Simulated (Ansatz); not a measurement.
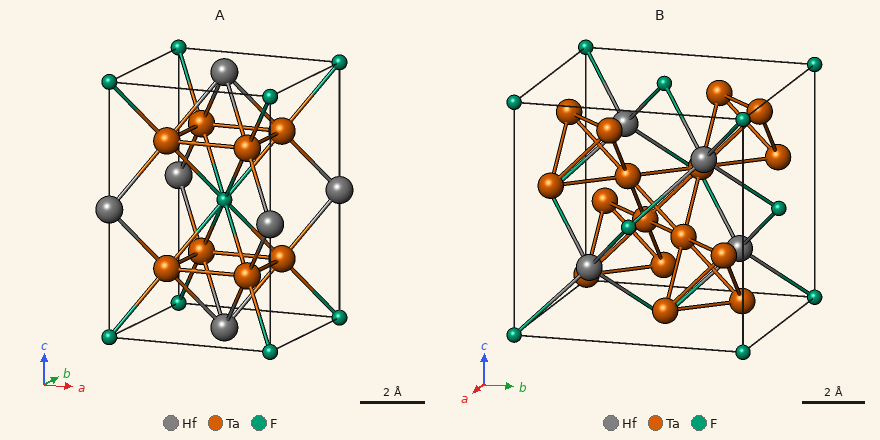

Two structures of HfTa4F, each relaxed to rest (conventional cells in solid outline, small ones repeated, not to one scale). Method: Ansatz, DFT PBE, scalar-relativistic, plane waves, PAW, without spin polarisation.

Which two forms are compared?

A: 12 atoms a cell on a body-centred tetragonal lattice, I4/mmm. B: 24 atoms a cell on a face-centred cubic lattice, F-43m.

Which is the more stable form at this level of theory?

B is lower, by 450 meV/atom at this level of theory (energies at zero smearing). Volumes: A 21.0, B 20.1 Å³/atom.

One or both may be structure types tried for this composition rather than known phases.
